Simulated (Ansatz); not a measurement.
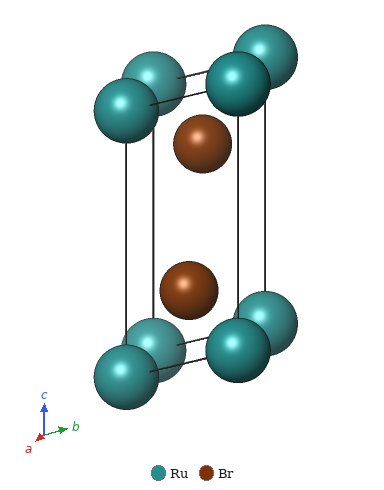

The crystal in a spheres-only representation, seen slightly off an axis. The simulation cell is drawn as a box.

```yaml
crystal:
  lattice:
    - [1.87472, 3.24710, 0.00000]
    - [-1.87472, 3.24710, 0.00000]
    - [-1.87472, 1.08236, 6.14679]
  atoms:
    - { symbol: Ru, position: [0.00000, 0.00000, 0.00000] }
    - { symbol: Br, position: [0.25000, 0.50000, 0.75000] }
    - { symbol: Br, position: [0.75000, 0.50000, 0.25000] }
```

Calculation details: DFT, PAW plane waves, PBE, spin-orbit (Ansatz 0.2.0); wavefunction cutoff 420 eV, the zone sampled with 7×7×7 points, Fermi-Dirac smearing of 0.034 eV, spinor wavefunctions.

Q: How charged are the atoms, by the Bader scheme?

A: Ru +0.62 e; Br -0.31 e.

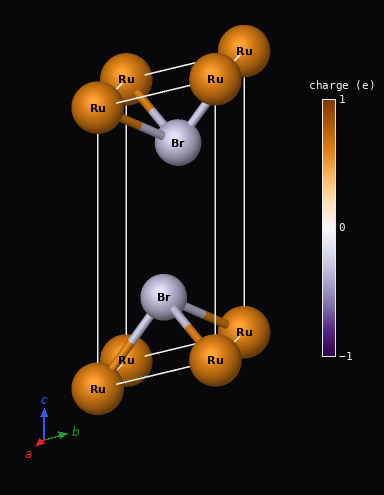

The atoms coloured by those charges.

The picture shows a generated cell, made by putting these elements into a known structure type (the compound may or may not exist in this form); the geometry isn't optimised. It was run through Ansatz as a DFT input.

At this level of theory the cell isn't at rest (stretched, at -5 GPa and forces up to 1.6 eV/Å), so its distances can differ from those at equilibrium, the more so the softer the solid.
